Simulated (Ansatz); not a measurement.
# Calculations on Si2H6O and related structures

Part 1: Relaxation

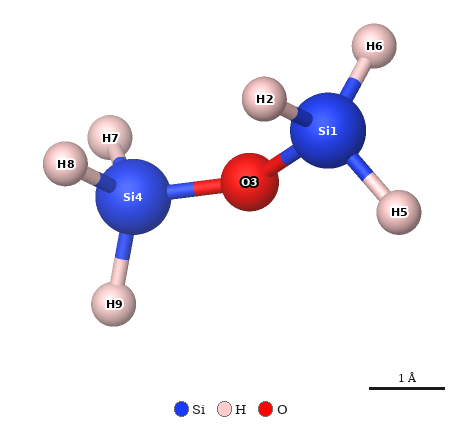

Si2H6O, before the relaxation. Style: ball-and-stick. Shown at a tilt.

It is one of the separated reactants of a reaction.

These are results of RKS PBE0-D4/def2-TZVP in Ansatz, not measurements.

Input
```yaml
crystal:
  periodic: [false, false, false]
  atoms:
    - {symbol: Si, position_ang: [-0.266884, 0.078722, -0.264830]}
    - {symbol: H, position_ang: [1.195381, 0.312626, -0.148994]}
    - {symbol: O, position_ang: [-0.613165, -1.070360, 0.885440]}
    - {symbol: Si, position_ang: [-0.069947, -1.858947, 2.195548]}
    - {symbol: H, position_ang: [-0.680554, -0.556720, -1.537179]}
    - {symbol: H, position_ang: [-1.091540, 1.250285, 0.116219]}
    - {symbol: H, position_ang: [-0.782631, -1.391916, 3.415653]}
    - {symbol: H, position_ang: [1.390889, -1.631416, 2.386823]}
    - {symbol: H, position_ang: [-0.308372, -3.318093, 2.038473]}
basis:
  gaussian: {orbitals: def2-TZVP}
hamiltonian: {xc: pbe0, dispersion: d4}
relax: {f_tol: 0.005, max_steps: 200}
```

Run as
```bash
ansatz run in.yaml --threads 8 --pin off --events-out ev --progress --plain --max-ram 19148MiB
```

**Predict the outcome.**

The energy falls by 2.01 kcal/mol in 34 accepted moves (36 points after the start). Largest force component: 1.1 eV/Å at the start, 0.00088 eV/Å at the end. The line search rejected the trial steps at points 7, 13 of the run. The forces were under the threshold at step 5, but the run went on from there. The largest move after the best rigid fit is that of O3, 0.42 Å. Largest moves by element: O 0.42 Å, H 0.32 Å, Si 0.06 Å. Some distances before and after: Si1–O3 1.662 → 1.634 Å, O3–Si4 1.623 → 1.634 Å, Si4–H9 1.487 → 1.483 Å, Si1–H6 1.483 → 1.487 Å. Among the angles between lasting bonds that change: H2–Si1–O3 105.1° → 110.2°, H2–Si1–H6 113.8° → 109.0°, H2–Si1–H5 114.2° → 109.6°. Groups turn about O3–Si4 by about 50°, Si1–O3 by about 50°.

History of the run:

```csv
step,"E − E(0), kcal/mol","largest force component, eV/Å",note
0,0.00,1.0997,
1,-1.77,0.6510,
2,-1.96,0.2055,
3,-1.98,0.1872,
4,-1.99,0.0065,
5,-1.99,0.0007,
6,-1.99,0.0266,
7,-1.99,0.0229,rejected
8,-1.99,0.0131,
9,-1.99,0.0017,
10,-2.00,0.0062,
11,-2.00,0.0130,
13,-2.00,0.0280,rejected
14,-2.00,0.0110,
15,-2.00,0.0192,
17,-2.00,0.0114,
18,-2.00,0.0091,
20,-2.01,0.0197,
21,-2.01,0.0127,
22,-2.01,0.0093,
24,-2.01,0.0211,
25,-2.01,0.0209,
26,-2.01,0.0175,
28,-2.01,0.0187,
29,-2.01,0.0250,
31,-2.01,0.0164,
32,-2.01,0.0233,
33,-2.01,0.0222,
35,-2.01,0.0054,
36,-2.01,0.0009,
```

The structure at the end:

```xyz
9

Si   -0.2585    0.0265   -0.2426
H     1.1318    0.5370   -0.3690
O    -0.2897   -1.2887    0.7261
Si   -0.0374   -1.9037    2.2185
H    -0.7670   -0.3684   -1.5782
H    -1.1182    1.1000    0.3219
H    -0.8575   -1.1726    3.2200
H     1.3975   -1.7821    2.5871
H    -0.4279   -3.3339    2.2033
```

The end point in the same view:

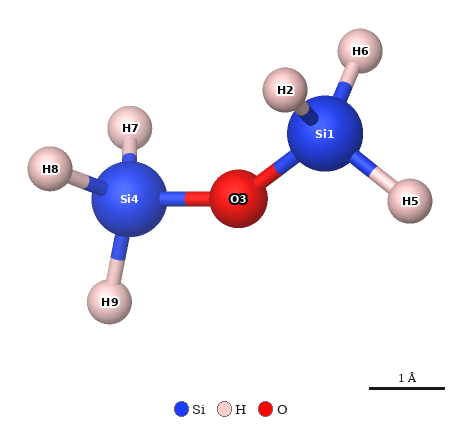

Part 2: Relaxation

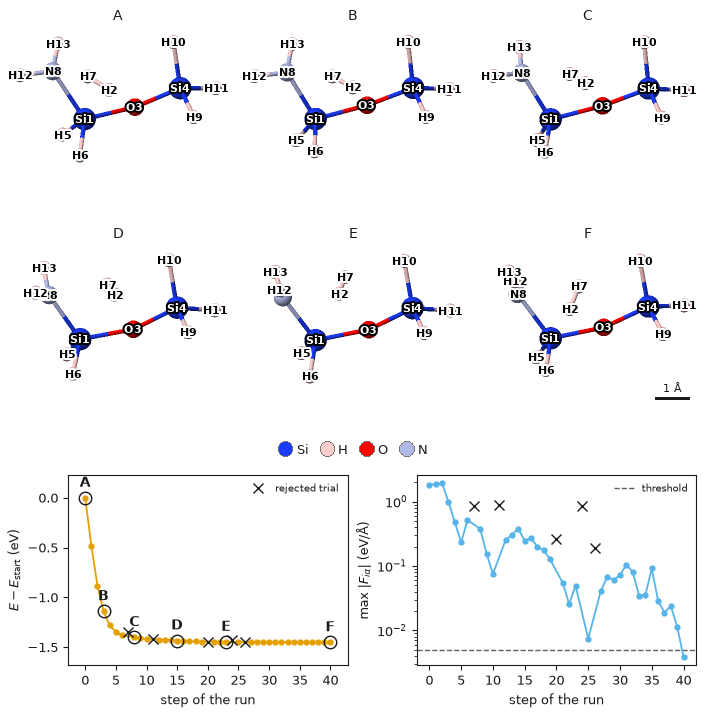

Frames of a relaxation of Si$_{2}$NH$_{9}$O (started from a transition state, displaced along its imaginary mode), marked on the history of the run. A ball-and-stick model, seen at a tilt.

Theory: Ansatz 0.2.0, RKS PBE0-D4/def2-TZVP. (force threshold 0.005 eV/Å; at most 200 steps)

**What happens along the run?**

The largest move after the best rigid fit is that of H7, 1.48 Å. By element the largest moves are H 1.48 Å, N 0.56 Å, Si 0.41 Å, O 0.09 Å. Some distances before and after: H7–N8 1.494 → 3.427 Å, Si1–H7 1.995 → 3.679 Å, Si1–H2 2.094 → 3.517 Å, Si1–N8 1.801 → 1.703 Å. Bond angles that change, for instance: Si1–O3–Si4 133.7° → 146.4°, O3–Si1–H6 117.7° → 107.8°, Si1–N8–H13 115.3° → 122.0°. Over 35 accepted moves (40 points after the start) the energy falls by 1.451 eV. The largest force component goes from 1.8 to 0.0039 eV/Å. The line search rejected the trial steps at points 7, 11, 20, 24, 26 of the run. Cost: 71 s on 8 threads of Arm Neoverse V1, on a shared host. From step 0 to 3: H2 moves most (0.57 Å), energy −1.138 eV. From step 3 to 8: H2 moves most (0.68 Å), energy −0.261 eV. From step 8 to 15: H12 moves most (0.45 Å), energy −0.033 eV. From step 15 to 23: H atoms move most (0.29 Å), energy −0.014 eV. From step 23 to 40: H2 moves most (0.50 Å), energy −0.005 eV.

```csv
step,"E − E(0), eV","largest force component, eV/Å",note
0,0.0000,1.8256,
1,-0.4797,1.8693,
2,-0.8831,1.9156,
3,-1.1380,0.9963,
4,-1.2812,0.4802,
5,-1.3429,0.2327,
6,-1.3785,0.5151,
7,-1.3493,0.8541,rejected
8,-1.3987,0.3788,
9,-1.4101,0.1556,
10,-1.4177,0.0756,
12,-1.4220,0.2534,
13,-1.4260,0.3056,
15,-1.4321,0.2481,
16,-1.4356,0.2719,
18,-1.4411,0.1769,
19,-1.4432,0.1268,
21,-1.4444,0.0545,
23,-1.4460,0.0497,
24,-1.4275,0.8460,rejected
26,-1.4465,0.1888,rejected
27,-1.4471,0.0416,
29,-1.4479,0.0610,
31,-1.4488,0.1050,
32,-1.4492,0.0810,
34,-1.4502,0.0356,
35,-1.4503,0.0916,
37,-1.4505,0.0190,
38,-1.4506,0.0240,
40,-1.4506,0.0039,
```

Part 3: Reaction

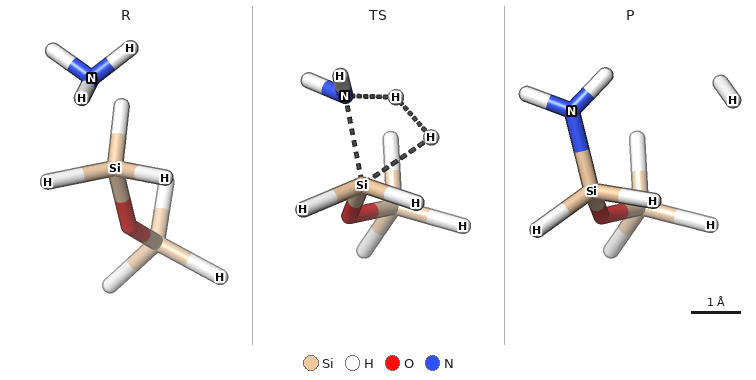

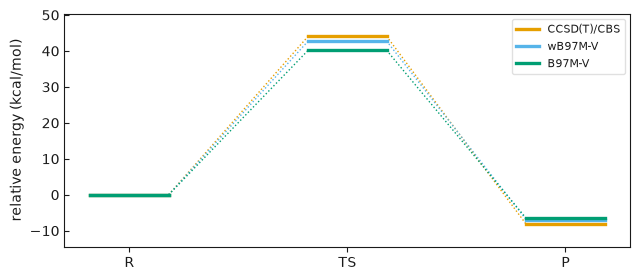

A reaction step of Si$_{2}$NH$_{9}$O, with its energy diagram. A stick model, seen from a free direction. Dashed sticks mark bonds that form or break.

Stationary points at PBE0-D4/def2-TZVP, single-point energies with CCSD(T)/CBS, wB97M-V, B97M-V (def2-TZVPP where no basis is named; Ansatz 0.2.0). The energies are electronic, without zero-point or thermal terms, and both ends are the minima reached downhill from the saddle, with any fragments still in contact. CCSD(T)/CBS stands for a frozen-core estimate: MP2 correlation extrapolated from def2-TZVPP and def2-QZVPP, CCSD(T) minus MP2 from the smaller set.

Q: Describe the step and its energetics.

A: Counted by bonded pieces, R holds NH₃ + Si₂H₆O and P holds H₂ + Si₂H₇NO. From R over the saddle to P, bonds form: N–Si (2.59 → 1.87 → 1.70 Å), H–H (2.88 → 1.19 → 0.75 Å). Bonds break: H–Si (1.49 → 1.94 → 3.52 Å), H–N (1.01 → 1.18 → 3.43 Å). The saddle has one imaginary mode, 1260i cm⁻¹. With CCSD(T)/CBS the barrier is 44.1 kcal/mol from R and 52.3 kcal/mol from P, and P lies 8.2 kcal/mol below R.

```csv
level,barrier from R (kcal/mol),barrier from P (kcal/mol),P less R (kcal/mol)
CCSD(T)/CBS,44.1,52.3,−8.2
wB97M-V,42.8,49.6,−6.9
B97M-V,40.2,46.7,−6.5
```

Against CCSD(T)/CBS, wB97M-V comes closest on the barrier from R (−1.3 kcal/mol) and B97M-V misses most (−3.9 kcal/mol).

Limits of the set-up: the start holds two separate molecules, 2.6 Å apart at their closest, whose relative position is a soft coordinate.
